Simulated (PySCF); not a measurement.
Bi(Br)(TeH)2, H2BiBrTe2, SMILES [Bi]([Br])([TeH])[TeH] at its B3LYP/def2-SVP optimised geometry (Å):

```
6

Bi     1.3810     0.4896     0.0000
Br     1.5500    -2.1655    -0.2688
Te    -1.5221     0.4896     0.0000
H     -1.5500     2.1655     0.0000
Te     1.6451     1.5069    -2.6982
H      3.2990     1.7081    -2.5012
```

Method: B3LYP/def2-TZVP, def2 effective core potentials past Kr (PySCF). The core electrons that the potentials of Bi, Te replace are not part of the density. Cells within 0.4 Å of a nucleus heavier than hydrogen are left out (blank, or x).

Map of the electron localisation function on the plane z = 0.0 Å:

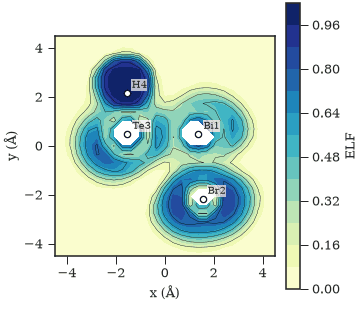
Fig. 1. Electron localisation function on the plane z = 0.0 Å.
